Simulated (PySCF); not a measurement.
# F2O2W (W(O)2(F)2-): the cost of one run

The runs use PySCF 2.14.0; B3LYP, W def2-SVP with ECP60, O def2-SVP, F def2-SVP; scalar-relativistic core potentials, no spin–orbit coupling.

1 further run of the same task is left out (for a known fault of the program).

**1. Starting geometry**

5 atoms, charge -1, spin multiplicity 2.

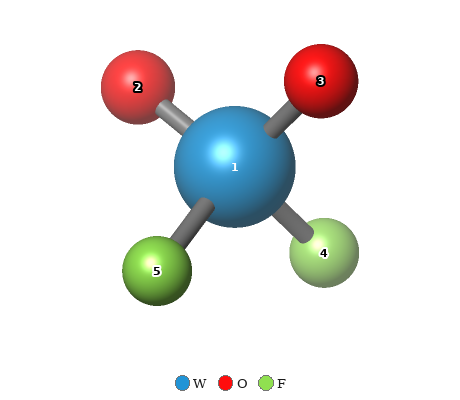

Start geometry, drawn with tungsten blue, oxygen red, fluorine green; atoms are numbered from 1 in the order of the file.

As a file:

```
atom    x (Å)    y (Å)    z (Å)
  W1   0.0000   0.0000   0.0000
  O2   0.8716   0.8716   0.8716
  O3  -0.8716  -0.8716   0.8716
  F4   1.0030  -1.0030  -1.0030
  F5  -1.0030   1.0030  -1.0030
```

Formal oxidation states: W +5.

**2. SCF at the start, doublet**

Contents of run.py (the lines that set the calculation):

```python
mol = gto.M(atom='''
W      0.00000     0.00000     0.00000
O      0.87160     0.87160     0.87160
O     -0.87160    -0.87160     0.87160
F      1.00300    -1.00300    -1.00300
F     -1.00300     1.00300    -1.00300''',
    basis={'W': 'def2-SVP', 'O': 'def2-SVP', 'F': 'def2-SVP'},
    ecp={'W': 'def2-SVP'},
    charge=-1, spin=1)
mf = dft.UKS(mol, xc='B3LYP')
mf.grids.atom_grid = (50, 194)
mf = mf.density_fit()  # fitting sets: W def2-universal-JKFIT, O def2-universal-JKFIT, F def2-universal-JKFIT
mf.conv_tol = 1e-08; mf.max_cycle = 55
mf.kernel(dm0)  # dm0: free metal ions and neutral atoms
```

The run is started by

```sh
$ OMP_NUM_THREADS=2 python run.py
```

What time and memory should one allow on 2 threads of Arm Neoverse V2, shared host?

About 10 s, with a peak of 0.63 GiB.
